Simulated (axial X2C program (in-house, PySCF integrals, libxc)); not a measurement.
**SbNC: bond lengths and stretches, held linear**

Aim: the two bond lengths and stretching wavenumbers of linear SbNC, with and without spin–orbit coupling, at PBE0, HF, LDA, MP2.

Program: an in-house X2C program for linear molecules on PySCF integrals. Level of theory: all-electron X2C, two-component (2c) or spin-free, Sb dyall-v3z, N dyall-av3z, C dyall-v3z. These are calculated values, not measurements.

All values are calculated.

2 further runs of the same task are left out: 2 set aside as unsound or not needed.

### 1 Set-up

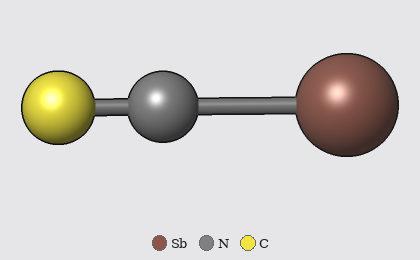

The atoms on one line, bonds 2.060 and 1.170 Å (antimony brown, nitrogen grey, carbon yellow).

Contents of task.json:

```json
{"zs": [51, 7, 6], "q": 0, "bas": ["dyall-v3z", "dyall-av3z", "dyall-v3z"], "r0": [2.06, 1.17], "symm": 0, "scan": ["PBE0", "HF", "LDA"], "levels": ["PBE0", "HF", "r2SCAN"], "nst": 2}
```

Keys: zs atomic numbers; q charge; bas basis sets; r0 starting distance in Å; symm equal bonds; scan levels of the two-bond scan (MP2 follows by itself at each HF point); levels methods; nst determinants followed.

The run is started by

```sh
$ python solin.py task.json out
```

Masses Sb 120.904, N 14.003, C 12.000 u.

### 2 Scan at PBE0, 2c

State: Ω = 1 (beyond evenly filled blocks: ω = -1/2, ω = 3/2). Energies above the lowest point, from the job's result record:

| r(Sb–N) (Å) | r(N–C) (Å) | E (meV) |
| --- | --- | --- |
| 1.9783 | 1.1476 | 69.44 |
| 1.9783 | 1.1770 | 22.51 |
| 1.9783 | 1.2064 | 64.69 |
| 2.0290 | 1.1476 | 44.14 |
| 2.0290 | 1.1770 | 0.00 |
| 2.0290 | 1.2064 | 45.23 |
| 2.0290 | 1.2359 | 164.31 |
| 2.0797 | 1.1476 | 62.44 |
| 2.0797 | 1.1770 | 20.51 |
| 2.0797 | 1.2064 | 68.14 |
| 2.1305 | 1.1770 | 74.79 |
| 2.1305 | 1.2359 | 248.12 |

A quadratic surface with cubic terms in each bond gives the minimum at 2.028 and 1.176 Å, force constants 2.68, 16.6 and coupling 0.26 mdyn/Å.

### 3 Scan at HF, 2c

State: Ω = 1 (beyond evenly filled blocks: ω = -1/2, ω = 3/2). Energies above the lowest point, from the job's result record:

| r(Sb–N) (Å) | r(N–C) (Å) | E (meV) |
| --- | --- | --- |
| 1.9783 | 1.1476 | 28.86 |
| 1.9783 | 1.1770 | 50.46 |
| 1.9783 | 1.2064 | 163.00 |
| 2.0290 | 1.1476 | 0.00 |
| 2.0290 | 1.1770 | 24.39 |
| 2.0290 | 1.2064 | 140.09 |
| 2.0290 | 1.2359 | 330.73 |
| 2.0797 | 1.1476 | 18.12 |
| 2.0797 | 1.1770 | 44.76 |
| 2.0797 | 1.2064 | 163.04 |
| 2.1305 | 1.1770 | 101.74 |
| 2.1305 | 1.2359 | 418.21 |

A quadratic surface with cubic terms in each bond gives the minimum at 2.032 and 1.155 Å, force constants 2.85, 19.2 and coupling 0.28 mdyn/Å.

### 4 Scan at LDA, 2c

State: Ω = 1 (beyond evenly filled blocks: ω = -1/2, ω = 3/2). Energies above the lowest point, from the job's result record:

| r(Sb–N) (Å) | r(N–C) (Å) | E (meV) |
| --- | --- | --- |
| 1.9783 | 1.1476 | 70.35 |
| 1.9783 | 1.1770 | 6.99 |
| 1.9783 | 1.2064 | 30.20 |
| 2.0290 | 1.1476 | 60.19 |
| 2.0290 | 1.1770 | 0.00 |
| 2.0290 | 1.2064 | 26.68 |
| 2.0290 | 1.2359 | 124.80 |
| 2.0797 | 1.1476 | 90.58 |
| 2.0797 | 1.1770 | 32.93 |
| 2.0797 | 1.2064 | 62.40 |
| 2.1305 | 1.1770 | 96.82 |
| 2.1305 | 1.2359 | 232.24 |

A quadratic surface with cubic terms in each bond gives the minimum at 2.011 and 1.182 Å, force constants 2.69, 15.6 and coupling 0.30 mdyn/Å.

### 5 Comparison

| level | r(Sb–N) (Å) | r(N–C) (Å) | lower stretch (cm⁻¹) | upper stretch (cm⁻¹) |
| --- | --- | --- | --- | --- |
| PBE0, 2c | 2.028 | 1.176 | 455.9 | 2111.9 |
| HF, 2c | 2.032 | 1.155 | 470.6 | 2268.6 |
| LDA, 2c | 2.011 | 1.182 | 456.9 | 2041.7 |
| MP2, 2c | 2.042 | 1.186 | 452.3 | 2154.5 |
| PBE0, spin-free | 2.027 | 1.176 | 458.1 | 2112.4 |
| HF, spin-free | 2.031 | 1.155 | 472.7 | 2269.1 |
| LDA, spin-free | 2.009 | 1.182 | 459.5 | 2042.5 |
| MP2, spin-free | 2.040 | 1.186 | 453.9 | 2154.4 |

Scans not shown above were run alike.

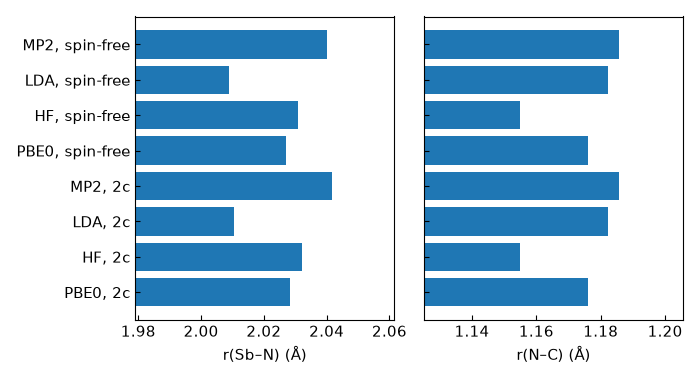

The two bond lengths by level.

In words: Over the levels the Sb–N bond spans 2.009 to 2.042 Å and the N–C bond 1.155 to 1.186 Å. At PBE0 going from spin-free to two-component moves the bonds by +0.001 and +0.000 Å. Each state is one determinant, the lowest of a limited PBE0 search; the stretches come from a fit to few points and are good to some per cent at best. MP2 freezes inner shells (threshold -2 hartree). The molecule was held linear; bending was not examined, so a bent shape may lie lower. Open-shell Ω = 0 determinants with evenly filled partner blocks cannot be reached by this program, so the Ω shown need not be the lowest component. Note: several unpaired electrons, one determinant need not be a pure state.
